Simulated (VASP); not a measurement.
Band structure of TeO$_{2}$ (space group P2_12_12_1). Computed with r2SCAN meta-GGA, VASP's PBE PAW potentials (set 64) (plane waves; VASP).

Unless said otherwise, spin-orbit coupling is left out, though it shifts the bands of the heavy elements here.

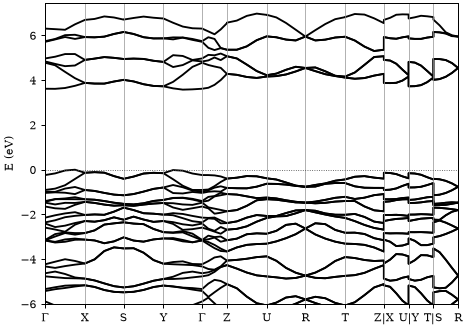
Bands along high-symmetry lines, zero at the valence-band maximum or, without a gap, the Fermi level

Read the plot: is there a gap, and where are the band edges?

The gap is indirect, 3.45 eV, from the valence maximum at Γ-X at 0.75 to the conduction minimum at (0.20, 0.20, 0.00).

The structure comes from a computed database's TeO2 entry (P2_12_12_1); how it stands against other phases isn't given here. It was relaxed first.
